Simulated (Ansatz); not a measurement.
# C2H5F (SMILES CCF): B3LYP/6-31G(d) (spherical functions)

Aim: the vertical electron affinity of C2H5F at B3LYP/6-31G* (spherical functions), from 2 runs. 

The results are computed with Ansatz 0.2.0.

52 further runs of the same task are left out: 52 set aside as unsound or not needed.

## 1. The structure to begin with

C2H5F has 8 atoms, charge 0, and is taken as a singlet. SMILES: `CCF`. The shape is that of a PBE0-D4/def2-TZVP optimisation.

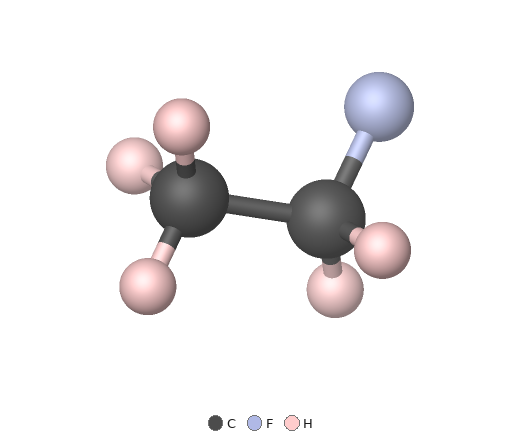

Viewed from a chosen angle; carbon dark grey, fluorine light blue, hydrogen pink.

## 2. A single-point energy at B3LYP/6-31G(d) (spherical functions)

job.yaml

```yaml
basis:
  gaussian: {orbitals: 6-31G_st_-spherical.json}
crystal:
  periodic: [false, false, false]
  atoms:
    - symbol: C
      position_ang: [-0.431700, 0.566900, -0.264600]
    - symbol: C
      position_ang: [0.378400, -0.599100, 0.230500]
    - symbol: F
      position_ang: [1.663300, -0.186400, 0.546500]
    - symbol: H
      position_ang: [-1.443900, 0.237400, -0.512600]
    - symbol: H
      position_ang: [0.018600, 0.998500, -1.160400]
    - symbol: H
      position_ang: [-0.500300, 1.343000, 0.499800]
    - symbol: H
      position_ang: [0.464000, -1.381500, -0.529800]
    - symbol: H
      position_ang: [-0.056300, -1.036000, 1.134800]
hamiltonian: {xc: {name: B3LYP}}
accuracy: high
output: {orbitals: {seedname: orbitals}}
```

The basis set 6-31G* is read from a file made from the Basis Set Exchange's data (not shown).

Command:

```bash
$ ansatz run job.yaml --threads 1 --pin off --max-ram 3480MiB --events-out events.jsonl --progress --plain --runs-dir runs
```

Standard output:

```text
Warning: RAYON_NUM_THREADS=1 ignored (pool sized by the plan → 1); use --threads N
Functional definition: B3LYP
  name "B3LYP"
  parameter a0 = 0.2
  parameter ax = 0.72
  parameter ac = 0.81
  exchange = (1 - a0 - ax)*slater_x + ax*b88_x + a0*exact_x
  correlation = (1 - ac)*vwn_rpa_c + ac*lyp_c
1262 factors; integrals over basis functions are off by at most 2.9e-9 eV
mean field evaluation 1: about -4868.7748 eV, gradient 3.9e1 eV
mean field evaluation 2: about -4868.2444 eV, gradient 4.2e1 eV
mean field evaluation 4: about -4872.3017 eV, gradient 4.6e-1 eV
mean field evaluation 8: about -4872.2968 eV, gradient 3.6e-2 eV
mean field evaluation 16: about -4872.2968 eV, gradient 2.8e-7 eV
mean field -4872.29678768 eV, -179.0536043857 hartree, gradient 3.4e-8 eV, S^2 0.000000; 0 other end points of the search recorded, 0 dependent functions left out
reference -4872.29681550 eV, -179.0536054082 hartree; 13, 13 occupied and 39, 39 virtual orbitals, 1262 factors
Total energy: -4872.29681550 eV, -179.0536054082 hartree
```

It took 2.1 s on 1 thread of Intel Xeon Platinum 8375C at 2.90GHz (Ice Lake), shared host; peak memory 0.16 GiB.

## 3. The doublet anion, same level

job.yaml

```yaml
crystal:
  periodic: [false, false, false]
  atoms:
    - {symbol: C, position_ang: [-0.431700, 0.566900, -0.264600]}
    - {symbol: C, position_ang: [0.378400, -0.599100, 0.230500]}
    - {symbol: F, position_ang: [1.663300, -0.186400, 0.546500]}
    - {symbol: H, position_ang: [-1.443900, 0.237400, -0.512600]}
    - {symbol: H, position_ang: [0.018600, 0.998500, -1.160400]}
    - {symbol: H, position_ang: [-0.500300, 1.343000, 0.499800]}
    - {symbol: H, position_ang: [0.464000, -1.381500, -0.529800]}
    - {symbol: H, position_ang: [-0.056300, -1.036000, 1.134800]}
basis:
  gaussian:
    orbitals: 6-31G_st_-spherical.json
total_charge: -1
magnetization:
  spin_polarized: true
  initial_magnetization: 1
output:
  orbitals: {seedname: orbitals}
hamiltonian:
  xc: {name: B3LYP}
accuracy: high
```

The basis set 6-31G* is read from a file made from the Basis Set Exchange's data (not shown).

Command:

```bash
$ ansatz run job.yaml --threads 1 --pin off --max-ram 3480MiB --events-out events.jsonl --progress --plain --runs-dir runs
```

Standard output (excerpt; [...] marks lines left out):

```text
Warning: RAYON_NUM_THREADS=1 ignored (pool sized by the plan → 1); use --threads N
[... 7 set-up lines as earlier in the session ...]
1262 factors; integrals over basis functions are off by at most 2.9e-9 eV
mean field evaluation 1: about -4864.0731 eV, gradient 2.6e1 eV
mean field evaluation 2: about -4861.6451 eV, gradient 3.6e1 eV
mean field evaluation 4: about -4867.1249 eV, gradient 1.9e0 eV
mean field evaluation 8: about -4867.3786 eV, gradient 1.8e-1 eV
mean field evaluation 16: about -4867.3790 eV, gradient 1.6e-3 eV
mean field evaluation 32: about -4866.6660 eV, gradient 5.9e0 eV
mean field -4867.37898095 eV, -178.8728783218 hartree, gradient 5.6e-8 eV, S^2 0.751152; 2 other end points of the search recorded, 0 dependent functions left out
reference -4867.37901060 eV, -178.8728794116 hartree; 14, 13 occupied and 38, 39 virtual orbitals, 1262 factors
Total energy: -4867.37901060 eV, -178.8728794116 hartree
```

Wall time 6.6 s (1 thread of Intel Xeon Platinum 8375C at 2.90GHz (Ice Lake), shared host); peak memory 0.22 GiB.

## 4. Results

At B3LYP/6-31G* (spherical functions):

| quantity | value |
| --- | --- |
| singlet C2H5F: total energy | -179.05361 Eh |
| singlet C2H5F: HOMO energy | -8.72 eV |
| singlet C2H5F: LUMO energy | 2.79 eV |
| singlet C2H5F: HOMO–LUMO gap | 11.51 eV |
| doublet anion: total energy | -178.87288 Eh |
| doublet anion: HOMO energy (highest over α and β) | 7.06 eV |
| doublet anion: LUMO energy (lowest over α and β) | 8.87 eV |
| doublet anion: ⟨S²⟩ | 0.751 |
| vertical electron affinity (to the doublet anion) | -4.918 eV |

The anion lies 4.92 eV (113 kcal/mol) above the neutral: the electron isn't bound at this level, and such a value depends on the basis. Without diffuse functions anions come out too high. The HOMO (doublet anion) lies at positive energy, 7.06 eV; only total energies tell whether the electron is bound.
